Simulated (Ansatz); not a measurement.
# WHO+ (triplet): from Hartree-Fock to the top rungs, def2-SVP

Aim: climb from Hartree-Fock through coupled cluster and multireference methods for WHO+ (triplet) at one geometry and basis, and see what each rung misses.

Computed with Ansatz 0.2.0, Gaussian basis. Level: def2-SVP, core rule «outside noble gas», up to 5 orbitals frozen.

To be run: UHF; CCSD(T) on ROHF; CCSD(T) on UHF; CISD as a restricted active space (open shells left free, so some higher excitations enter); CCSDT(Q) on ROHF; CCSDT(Q) on UHF; CASSCF and MRCISD+Q, 12 electrons in 11 orbitals; CASSCF and NEVPT2, 12 electrons in 11 orbitals.

21 further runs of the same task are left out: 3 for a known fault of the program, 9 that didn't finish, 9 set aside as unsound or not needed. Runs told in other sessions of the task aren't counted.

## Step 1: The geometry

The geometry is a PBE0/def2-TZVP stationary point (not a proven minimum) of the parent state, kept for this charge and spin. No spin-orbit coupling is included. Elements past krypton take def2 core potentials.

3 atoms, charge 1, spin multiplicity 3.

Atoms are counted from 1 here; the program's logs count them from 0.

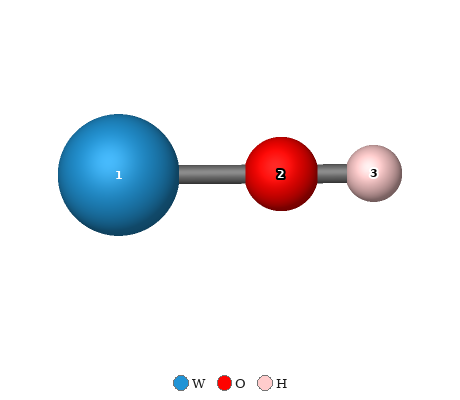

The geometry (tungsten blue, oxygen red, hydrogen pink); atoms are numbered from 1 in the order of the file.

Geometry (Å):

```xyz
3

W     0.0000    0.0000    1.4655
O     0.0000    0.0000   -0.2461
H     0.0000    0.0000   -1.2194
```

In the tables R marks a restricted open-shell determinant and U an unrestricted one; 'valence' is the active space of 12 electrons in 11 orbitals; energies count from the table's Hartree-Fock row.

## Step 2: UHF

The input, in.yaml:

```yaml
crystal:
  periodic: [false, false, false]
  atoms:
    - {symbol: W, position_ang: [0.000000, 0.000000, 1.465500]}
    - {symbol: O, position_ang: [0.000000, 0.000000, -0.246100]}
    - {symbol: H, position_ang: [0.000000, 0.000000, -1.219400]}
basis:
  gaussian: {orbitals: def2-SVP}
total_charge: 1
magnetization: {spin_polarized: true, initial_magnetization: 2}
hamiltonian: {xc: hf}
output: {orbitals: {seedname: orbitals}}
```

On the command line:

```sh
ansatz run in.yaml --threads 1 --pin off --events-out ev --progress --plain --max-ram 2393MiB
```

The program printed, shortened:

```text
Functional definition: HF
  name "HF"
  cite "Fock, Z. Phys. 61, 126 (1930) doi:10.1007/BF01340294"
  parent pbe
[...]
498 factors; integrals over basis functions are off by at most 1.1e-3 eV
[...]
mean field -3849.03299802 eV, -141.4493537090 hartree, gradient 1.8e-5 eV, S^2 2.902004; 14 other end points of the search recorded, 0 dependent functions left out
reference -3849.03299802 eV, -141.4493537090 hartree; 12, 10 occupied and 39, 41 virtual orbitals, 498 factors
Total energy: -3849.03299802 eV, -141.4493537090 hartree
```

Wall time 4.2 s (1 thread of Arm Neoverse V2, shared host).

From the report: ⟨S²⟩ of the determinant 2.902 (pure triplet: 2.00). The determinant of HF (⟨S²⟩ 2.90) is far from a pure spin state, so its energy mixes those of several spin states; that is harmless only where they are near-degenerate.

## Step 3: CCSD(T) on ROHF

Changes to in.yaml since step 2:

```diff
@@ -9,4 +9,3 @@
 total_charge: 1
-magnetization: {spin_polarized: true, initial_magnetization: 2}
-hamiltonian: {xc: hf}
-output: {orbitals: {seedname: orbitals}}
+magnetization: {spin_polarized: false, initial_magnetization: 2}
+correlation: {method: ccsd_t, electrons: outside_noble_gas}
```

Same command.

The program printed, shortened:

```text
Functional definition: HF
  name "HF"
  cite "Fock, Z. Phys. 61, 126 (1930) doi:10.1007/BF01340294"
  parent pbe
[...]
498 factors; integrals over basis functions are off by at most 1.1e-3 eV
[...]
mean field -3848.56754624 eV, -141.4322486715 hartree, gradient 2.0e-6 eV, S^2 2.000000; 29 other end points of the search recorded, 0 dependent functions left out
[...]
determinant -3848.56754624 eV, -141.4322486715 hartree, with singles and doubles -3856.80056715 eV, -141.7348066094 hartree
determinant -3848.22089951 eV, -141.4195096392 hartree, with singles and doubles -3856.17121662 eV, -141.7116784042 hartree
determinant -3848.00341481 eV, -141.4115172238 hartree, with singles and doubles -3855.97249086 eV, -141.7043753672 hartree
determinant -3847.81287290 eV, -141.4045149378 hartree, with singles and doubles -3855.93438918 eV, -141.7029751562 hartree
[...]
determinant -3845.89056039 eV, -141.3338712562 hartree, with singles and doubles -3854.35669003 eV, -141.6449957817 hartree
determinant -3845.71535137 eV, -141.3274324433 hartree, with singles and doubles -3853.67149283 eV, -141.6198152492 hartree
determinant -3845.71183989 eV, -141.3273033987 hartree, with singles and doubles -3853.92174472 eV, -141.6290118366 hartree
unrestricted determinant -3849.03299802 eV, -141.4493537090 hartree, S^2 2.9020
5 core orbitals not correlated: weight in the atoms' cores, before any rotation towards them, 0.979 or more for the frozen orbitals, at most 0.015 for the correlated occupied ones
reference -3848.56754624 eV, -141.4322486715 hartree; 7, 5 occupied and 39, 41 virtual orbitals, 498 factors
second order -7.92939700 eV of doubles, -0.03650076 eV of singles
cycle   1  -8.23853149 eV  change   -5.5e-3 eV  update   6.1e-3
[...]
cycle  14  -8.24614781 eV  change   -2.7e-6 eV  update   6.2e-6
perturbative correction -0.35015706 eV, -0.0128680347 hartree
Total energy: -3857.16385111 eV, -141.7481570486 hartree
```

Run time: 18 s. Hardware: 1 thread of Arm Neoverse V2, shared host.

From the report: correlation -8.5963 eV; T1 0.046; largest double amplitude 0.06.

## Step 4: CCSD(T) on UHF

Changes to in.yaml since step 3:

```diff
@@ -9,3 +9,3 @@
 total_charge: 1
-magnetization: {spin_polarized: false, initial_magnetization: 2}
+magnetization: {spin_polarized: true, initial_magnetization: 2}
 correlation: {method: ccsd_t, electrons: outside_noble_gas}
```

The command is unchanged.

The program printed, shortened:

```text
Functional definition: HF
  name "HF"
  cite "Fock, Z. Phys. 61, 126 (1930) doi:10.1007/BF01340294"
  parent pbe
[...]
498 factors; integrals over basis functions are off by at most 1.1e-3 eV
[...]
mean field -3849.03299802 eV, -141.4493537090 hartree, gradient 2.2e-6 eV, S^2 2.902004; 37 other end points of the search recorded, 0 dependent functions left out
determinant -3849.03299802 eV, -141.4493537090 hartree, with singles and doubles -3856.78965361 eV, -141.7344055444 hartree
determinant -3848.99492421 eV, -141.4479545223 hartree, with singles and doubles -3856.65852465 eV, -141.7295866438 hartree
determinant -3848.85352344 eV, -141.4427581397 hartree, with singles and doubles -3856.56422051 eV, -141.7261210307 hartree
determinant -3848.83907573 eV, -141.4422271963 hartree, with singles and doubles -3856.54491322 eV, -141.7254115009 hartree
[...]
determinant -3848.74122166 eV, -141.4386311256 hartree, with singles and doubles -3856.82444660 eV, -141.7356841630 hartree
determinant -3848.67372379 eV, -141.4361506244 hartree, with singles and doubles -3856.81951945 eV, -141.7355030937 hartree
determinant -3848.43677092 eV, -141.4274427672 hartree, with singles and doubles -3856.79924381 eV, -141.7347579774 hartree
5 core orbitals not correlated: weight in the atoms' cores, before any rotation towards them, 0.976 or more for the frozen orbitals, at most 0.017 for the correlated occupied ones
reference -3848.99492421 eV, -141.4479545223 hartree; 7, 5 occupied and 39, 41 virtual orbitals, 498 factors
second order -7.29246899 eV of doubles, -0.00000000 eV of singles
cycle   1  -7.91255190 eV  change   -1.9e-6 eV  update   5.0e-6
perturbative correction -0.51021175 eV, -0.0187499361 hartree
WARN: the results are in doubt because among natural orbitals the method converges to other amplitudes
Total energy: -3857.41768786 eV, -141.7574853774 hartree
In doubt: among natural orbitals the method converges to other amplitudes
```

It took 39 s on 1 thread of Arm Neoverse V2, shared host.

From the report: ⟨S²⟩ of the determinant 2.983 (pure triplet: 2.00); correlation -8.4228 eV; T1 0.029; largest double amplitude 0.30. The determinant of CCSD(T) (⟨S²⟩ 2.98) is far from a pure spin state, so its energy mixes those of several spin states; high orders of coupled cluster remove much of that, low ones don't. Mind the lines of doubt at the end of the log.

## Step 5: CISD as a restricted active space (open shells left free, so some higher excitations enter)

Changes to in.yaml since step 4:

```diff
@@ -9,3 +9,3 @@
 total_charge: 1
-magnetization: {spin_polarized: true, initial_magnetization: 2}
-correlation: {method: ccsd_t, electrons: outside_noble_gas}
+magnetization: {spin_polarized: false, initial_magnetization: 2}
+correlation: {active_space: {ras: {orbitals: [5, 2, 39], electrons: 12, max_holes: 2, max_particles: 2}, fixed_orbitals: true}}
```

The command is unchanged.

The program printed, shortened:

```text
Functional definition: HF
  name "HF"
  cite "Fock, Z. Phys. 61, 126 (1930) doi:10.1007/BF01340294"
  parent pbe
[...]
498 factors; integrals over basis functions are off by at most 1.1e-3 eV
[...]
mean field -3848.56754624 eV, -141.4322486715 hartree, gradient 2.0e-6 eV, S^2 2.000000; 21 other end points of the search recorded, 0 dependent functions left out
reference -3848.56754624 eV, -141.4322486715 hartree; 12, 10 occupied and 39, 41 virtual orbitals, 498 factors
state -3856.11760604 eV, -141.7097082516 hartree
Total energy: -3856.11760604 eV, -141.7097082516 hartree
```

It took 9 s on 1 thread of Arm Neoverse V2, shared host.

From the report: 84,580 determinants.

## Step 6: CCSDT(Q) on ROHF

Changes to in.yaml since step 5:

```diff
@@ -10,2 +10,2 @@
 magnetization: {spin_polarized: false, initial_magnetization: 2}
-correlation: {active_space: {ras: {orbitals: [5, 2, 39], electrons: 12, max_holes: 2, max_particles: 2}, fixed_orbitals: true}}
+correlation: {method: ccsdt_q, electrons: outside_noble_gas}
```

The command is unchanged.

The program printed, shortened:

```text
Functional definition: HF
  name "HF"
  cite "Fock, Z. Phys. 61, 126 (1930) doi:10.1007/BF01340294"
  parent pbe
[...]
905 factors; integrals over basis functions are off by at most 9.8e-8 eV
[...]
mean field -3848.56765912 eV, -141.4322528200 hartree, gradient 2.0e-6 eV, S^2 2.000000; 29 other end points of the search recorded, 0 dependent functions left out
[...]
determinant -3848.56765912 eV, -141.4322528200 hartree, with singles and doubles -3856.80068805 eV, -141.7348110524 hartree
determinant -3848.22101405 eV, -141.4195138484 hartree, with singles and doubles -3856.17134809 eV, -141.7116832353 hartree
determinant -3848.00353004 eV, -141.4115214584 hartree, with singles and doubles -3855.97261262 eV, -141.7043798416 hartree
determinant -3847.81298840 eV, -141.4045191825 hartree, with singles and doubles -3855.93450764 eV, -141.7029795094 hartree
[...]
determinant -3845.89068519 eV, -141.3338758424 hartree, with singles and doubles -3854.35681187 eV, -141.6450002592 hartree
determinant -3845.71546685 eV, -141.3274366872 hartree, with singles and doubles -3853.67205330 eV, -141.6198358461 hartree
determinant -3845.71195518 eV, -141.3273076358 hartree, with singles and doubles -3853.92186808 eV, -141.6290163697 hartree
unrestricted determinant -3849.03311329 eV, -141.4493579449 hartree, S^2 2.9020
5 core orbitals not correlated: weight in the atoms' cores, before any rotation towards them, 0.979 or more for the frozen orbitals, at most 0.015 for the correlated occupied ones
reference -3848.56765912 eV, -141.4322528200 hartree; 7, 5 occupied and 39, 41 virtual orbitals, 905 factors
second order -7.92944540 eV of doubles, -0.03650055 eV of singles
cycle   1  -7.71863342 eV  change    2.5e-1 eV  update   1.5e-1
[...]
cycle  39  -8.62431831 eV  change   -3.6e-7 eV  update   2.4e-7
perturbative correction -0.01040068 eV, -0.0003822179 hartree
Total energy: -3857.20237812 eV, -141.7495728902 hartree
```

Run time: 2 min. Hardware: 1 thread of Arm Neoverse V2, shared host; peak memory 1.1 GiB.

From the report: correlation -8.6347 eV; T1 0.046; largest double amplitude 0.09.

## Step 7: CCSDT(Q) on UHF

Changes to in.yaml since step 6:

```diff
@@ -9,3 +9,3 @@
 total_charge: 1
-magnetization: {spin_polarized: false, initial_magnetization: 2}
+magnetization: {spin_polarized: true, initial_magnetization: 2}
 correlation: {method: ccsdt_q, electrons: outside_noble_gas}
```

Launched as before.

The program printed, shortened:

```text
Functional definition: HF
  name "HF"
  cite "Fock, Z. Phys. 61, 126 (1930) doi:10.1007/BF01340294"
  parent pbe
[...]
905 factors; integrals over basis functions are off by at most 9.8e-8 eV
[...]
mean field -3849.03311329 eV, -141.4493579449 hartree, gradient 2.2e-6 eV, S^2 2.902005; 38 other end points of the search recorded, 0 dependent functions left out
determinant -3849.03311329 eV, -141.4493579449 hartree, with singles and doubles -3856.78977208 eV, -141.7344098979 hartree
determinant -3848.99504064 eV, -141.4479588011 hartree, with singles and doubles -3856.65864163 eV, -141.7295909430 hartree
determinant -3848.85364108 eV, -141.4427624631 hartree, with singles and doubles -3856.56434160 eV, -141.7261254804 hartree
determinant -3848.83919368 eV, -141.4422315308 hartree, with singles and doubles -3856.54503074 eV, -141.7254158197 hartree
determinant -3848.79701428 eV, -141.4406814667 hartree, with singles and doubles -3856.83849398 eV, -141.7362003949 hartree
[...]
determinant -3848.67384281 eV, -141.4361549986 hartree, with singles and doubles -3856.81963611 eV, -141.7355073809 hartree
determinant -3848.43688574 eV, -141.4274469868 hartree, with singles and doubles -3856.79936524 eV, -141.7347624402 hartree
5 core orbitals not correlated: weight in the atoms' cores, before any rotation towards them, 0.976 or more for the frozen orbitals, at most 0.017 for the correlated occupied ones
reference -3848.99504064 eV, -141.4479588011 hartree; 7, 5 occupied and 39, 41 virtual orbitals, 905 factors
second order -7.29249480 eV of doubles, -0.00000000 eV of singles
cycle   1  -7.17950343 eV  change    1.1e-1 eV  update   1.2e-1
[...]
cycle  49  -8.56269150 eV  change   -7.2e-8 eV  update   4.2e-7
perturbative correction -0.08494011 eV, -0.0031214915 hartree
WARN: in the space of 9 natural orbitals, full CI finds another state of this spin 0.262 eV below this run's state, or below the method's energy where it doesn't find this run's state
WARN: the results are in doubt because among natural orbitals full CI differs from the method by +1.505 eV
Total energy: -3857.64267225 eV, -141.7657534011 hartree
In doubt: among natural orbitals full CI differs from the method by +1.505 eV
```

It took 2.5 min on 1 thread of Arm Neoverse V2, shared host; peak memory 0.79 GiB.

From the report: ⟨S²⟩ of the determinant 2.983 (pure triplet: 2.00); correlation -8.6476 eV; T1 0.040; largest double amplitude 0.53. The determinant of CCSDT(Q) (⟨S²⟩ 2.98) is far from a pure spin state, so its energy mixes those of several spin states; high orders of coupled cluster remove much of that, low ones don't. The program marks this result as in doubt; its last lines say why.

## Step 8: CASSCF and MRCISD+Q, 12 electrons in 11 orbitals

Changes to in.yaml since step 7:

```diff
@@ -9,3 +9,3 @@
 total_charge: 1
-magnetization: {spin_polarized: true, initial_magnetization: 2}
-correlation: {method: ccsdt_q, electrons: outside_noble_gas}
+magnetization: {spin_polarized: false, initial_magnetization: 2}
+correlation: {method: fic_mrcisd_q, electrons: outside_noble_gas, active_space: {window: {electrons: 12, orbitals: 11}, shells: [{species: H, l: s, shell: 1}, {species: O, l: s, shell: 2}, {species: O, l: p, shell: 2}, {species: W, l: s, shell: 6}, {species: W, l: d, shell: 5}]}}
```

The command is unchanged.

The program printed, shortened:

```text
Functional definition: HF
  name "HF"
  cite "Fock, Z. Phys. 61, 126 (1930) doi:10.1007/BF01340294"
  parent pbe
[...]
905 factors; integrals over basis functions are off by at most 9.8e-8 eV
[...]
mean field -3848.56765912 eV, -141.4322528200 hartree, gradient 2.0e-6 eV, S^2 2.000000; 21 other end points of the search recorded, 0 dependent functions left out
reference -3848.56765912 eV, -141.4322528200 hartree; 12, 10 occupied and 39, 41 virtual orbitals, 905 factors
state -3852.42759030 eV, -141.5741026741 hartree
contracted CI cycle   1: correlation 0.00000000 eV, 0.0000000000 hartree, residual 2.15e1 eV
contracted CI cycle   2: correlation -4.16481484 eV, -0.1530541224 hartree, residual 3.44e0 eV
contracted CI cycle   3: correlation -4.30019479 eV, -0.1580292438 hartree, residual 9.78e-1 eV
contracted CI cycle   4: correlation -4.31485994 eV, -0.1585681780 hartree, residual 4.00e-1 eV
contracted CI cycle   5: correlation -4.31746239 eV, -0.1586638164 hartree, residual 1.96e-1 eV
contracted CI cycle   6: correlation -4.31821471 eV, -0.1586914637 hartree, residual 1.08e-1 eV
contracted CI cycle   7: correlation -4.31838957 eV, -0.1586978896 hartree, residual 4.40e-2 eV
contracted CI cycle   8: correlation -4.31841670 eV, -0.1586988866 hartree, residual 1.79e-2 eV
contracted CI cycle   9: correlation -4.31842177 eV, -0.1586990728 hartree, residual 8.13e-3 eV
contracted CI cycle  10: correlation -4.31842284 eV, -0.1586991121 hartree, residual 3.90e-3 eV
contracted CI cycle  11: correlation -4.31842306 eV, -0.1586991202 hartree, residual 1.55e-3 eV
state -3852.42759030 eV, -141.5741026741 hartree; corrected -3857.01585839 eV, -141.7427184164 hartree
Total energy: -3857.01585839 eV, -141.7427184164 hartree
Checks for a lower state left out: starts, orbital_swaps
```

Wall time 29 s (1 thread of Arm Neoverse V2, shared host); peak memory 0.96 GiB.

From the report: 53,312 determinants; active occupations 2.00, 1.99, 1.98, 1.97, 1.97, 1.00, 1.00, 0.03, 0.03, 0.02, 0.02.

## Step 9: CASSCF and NEVPT2, 12 electrons in 11 orbitals

The input, in.yaml:

```yaml
crystal:
  periodic: [false, false, false]
  atoms:
    - {symbol: W, position_ang: [0.000000, 0.000000, 1.465500]}
    - {symbol: O, position_ang: [0.000000, 0.000000, -0.246100]}
    - {symbol: H, position_ang: [0.000000, 0.000000, -1.219400]}
basis:
  gaussian: {orbitals: def2-SVP}
total_charge: 1
magnetization: {spin_polarized: false, initial_magnetization: 2}
correlation: {method: sc_nevpt2, electrons: outside_noble_gas, active_space: {window: {electrons: 12, orbitals: 11}, shells: [{species: H, l: s, shell: 1}, {species: O, l: s, shell: 2}, {species: O, l: p, shell: 2}, {species: W, l: s, shell: 6}, {species: W, l: d, shell: 5}]}}
```

Launched as before.

The program printed, shortened:

```text
Functional definition: HF
  name "HF"
  cite "Fock, Z. Phys. 61, 126 (1930) doi:10.1007/BF01340294"
  parent pbe
[...]
905 factors; integrals over basis functions are off by at most 9.8e-8 eV
[...]
mean field -3848.56765912 eV, -141.4322528200 hartree, gradient 2.0e-6 eV, S^2 2.000000; 21 other end points of the search recorded, 0 dependent functions left out
reference -3848.56765912 eV, -141.4322528200 hartree; 12, 10 occupied and 39, 41 virtual orbitals, 905 factors
state -3852.42759030 eV, -141.5741026741 hartree
state -3852.42759030 eV, -141.5741026741 hartree; corrected -3855.92430538 eV, -141.7026045832 hartree
Total energy: -3855.92430538 eV, -141.7026045832 hartree
Checks for a lower state left out: starts, orbital_swaps
```

Run time: 22 s. Hardware: 1 thread of Arm Neoverse V2, shared host.

From the report: 53,312 determinants; active occupations 2.00, 1.99, 1.98, 1.97, 1.97, 1.00, 1.00, 0.03, 0.03, 0.02, 0.02.

## Step 10: Natural occupations

Natural occupations of the CASSCF valence state about the gap (report; correlated orbitals 3 to 11): 1.975, 1.967, 1.967, 1.000, 1.000, 0.033, 0.033, 0.023, 0.017. The count of effectively unpaired electrons, Σ n²(2 − n)², is 2.02; a single determinant of this spin has 2.

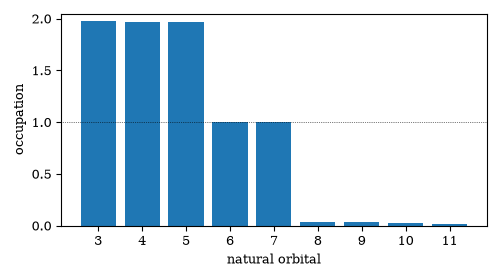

Natural occupations of the CASSCF valence state.

## Step 11: Misses and costs

No level here is safe as a reference; RCCSDT(Q) serves as a yardstick only. Rows without a time are mean-field rows or come out of runs for another level: lower rungs of the coupled-cluster runs, CASSCF and MRCISD of the multireference runs, or the Hartree-Fock search.

Differences are taken before rounding.

| method | energy from the lowest ROHF (meV) | from RCCSDT(Q) (meV) | time |
| --- | --- | --- | --- |
| ROHF | 0.0 | +8634.8 |  |
| UHF | -465.5 | +8169.4 | 4.2 s |
| RMP2 | -7965.9 | +668.9 |  |
| UMP2 | -7719.8 | +915.0 |  |
| RCCSD | -8246.1 | +388.7 |  |
| UCCSD | -8339.9 | +294.9 |  |
| RCCSD(T) | -8596.3 | +38.5 | 18 s |
| UCCSD(T) | -8850.1 | -215.3 | 39 s |
| RCCSDT | -8624.4 | +10.4 |  |
| UCCSDT | -8990.2 | -355.4 |  |
| RCCSDT(Q) | -8634.8 | 0 | 2 min |
| UCCSDT(Q) | -9075.1 | -440.3 | 2.5 min |
| CASSCF valence | -3860.0 | +4774.8 |  |
| NEVPT2 valence | -7356.8 | +1278.1 | 22 s |
| MRCISD valence | -8178.5 | +456.4 |  |
| MRCISD+Q valence | -8448.3 | +186.5 | 29 s |

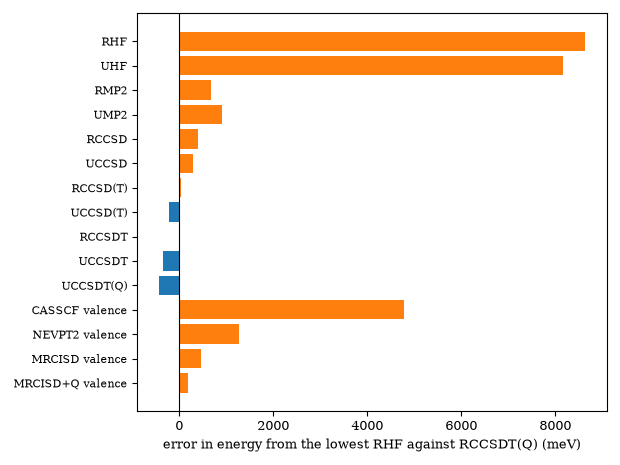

Error of each method against RCCSDT(Q).

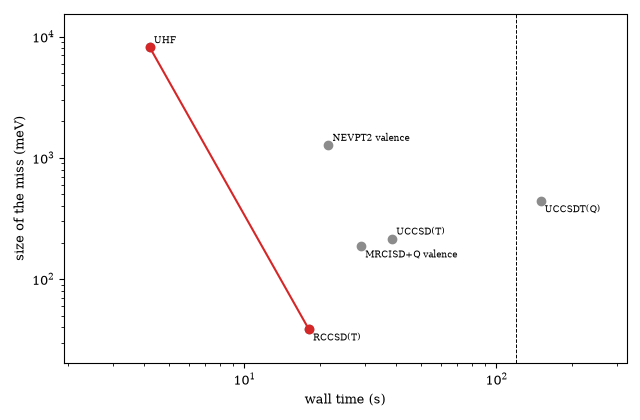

Miss against cost. Red marks the levels that no quicker level drawn beats (of those quicker than the yardstick), and the dashed line is the time of RCCSDT(Q). Times are from a shared host.

Not comparable, so not listed: CISD as a restricted active space (open shells left free, so some higher excitations enter) (they don't share determinant, frozen orbitals or solution with the rows shown, or repeat one).

The program flags UCCSD(T), UCCSDT(Q) as in doubt (see the logs), so read those rows with care; the flags are large difference, lower state, other amplitudes.

## Step 12: Outcome

| quantity | value |
| --- | --- |
| RCCSDT(Q) from the ROHF energy | -8.6348 eV |
| RMP2 from RCCSDT(Q) | +668.9 meV |
| UMP2 from RCCSDT(Q) | +915.0 meV |
| RCCSD from RCCSDT(Q) | +388.7 meV |
| RCCSD(T) from RCCSDT(Q) | +38.5 meV |
| UCCSD(T) from RCCSDT(Q) | -215.3 meV |
| UCCSDT(Q) from RCCSDT(Q) | -440.3 meV |
| NEVPT2 valence from RCCSDT(Q) | +1278.1 meV |
| MRCISD+Q valence from RCCSDT(Q) | +186.5 meV |
| T1 diagnostic | 0.046 |
| effectively unpaired electrons | 2.02 |

In words: RCCSD(T) misses by +38.5 meV, 0.4 % of the correlation energy. CCSD(T) misses by +38.5 meV on the restricted determinant and by -215.3 meV on the unrestricted one; the two need not hold the same state or core. The occupations are near whole numbers, but T1 = 0.046 shows that the orbitals relax strongly. Coupled cluster took another determinant than the lowest Hartree-Fock one. Warnings: spin contamination; coupled cluster took another determinant than the lowest; large T1 diagnostic.

The restricted and unrestricted ladders end 0.44 eV apart at CCSDT(Q), which points to two states or an unsound top rung; rows of one don't measure the error of the other.
